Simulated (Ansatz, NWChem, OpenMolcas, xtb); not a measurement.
**Ligand exchange: CH4 + NaSH → H2S + CH3Na**

Species: CH4 (methane) `C`, singlet; NaSH `[Na][SH]`, singlet; H2S (hydrogen sulfide) `S`, singlet; CH3Na `[CH3][Na]`, singlet. The partners trade CH3 for SH: H–CH3 and Na–SH bonds give way to H–SH and Na–CH3.

Shapes, held fixed at every level: PBE0-D4/def2-TZVP. Programs: Ansatz 0.2.0, NWChem 7.3.0, OpenMolcas 26.06, xtb 6.7.1. A level may come from different programs for different species; with the same settings they agree closely. The zero-point and thermal change to 298 K, harmonic and unscaled (PBE0-D4/def2-TZVP), is -11.5 kJ/mol.

```
               level                    kind  ΔH(298 K) (kJ/mol)  less CCSD(T)/def2-TZVPP
            GFN2-xTB          semi-empirical              +225.6                    +35.4
   PBE-D4/def2-TZVPP                     GGA              +180.2                    -10.0
r2SCAN-D4/def2-TZVPP                meta-GGA              +199.0                     +8.8
       PBE0/def2-SVP           global hybrid              +197.8                     +7.6
  PBE0-D4/def2-TZVPP           global hybrid              +193.2                     +3.0
  wB97M-V/def2-TZVPP  range-separated hybrid              +190.5                     +0.3
    CCSD(T)/def2-SVP   coupled cluster or CI              +194.2                     +4.0
  CCSD(T)/def2-TZVPP   coupled cluster or CI              +190.2                      0.0
```

The highest level, CCSD(T)/def2-TZVPP, gives ΔH(298 K) = +190.2 kJ/mol; the levels span +180.2 to +225.6. The column of differences is taken from that level and isn't an error. No measured value is set beside it here. Outer-core shells of Na are correlated, in sets that cover them unevenly.

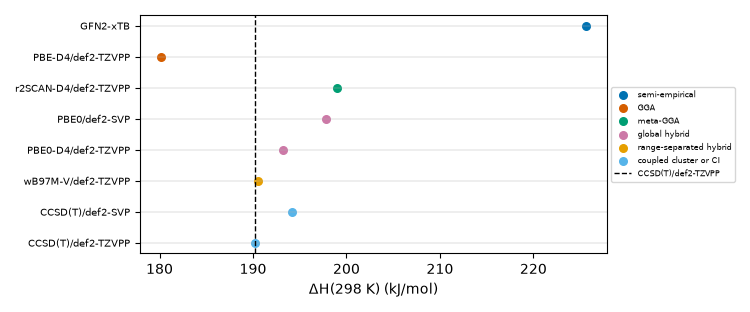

The values of the table, level by level.
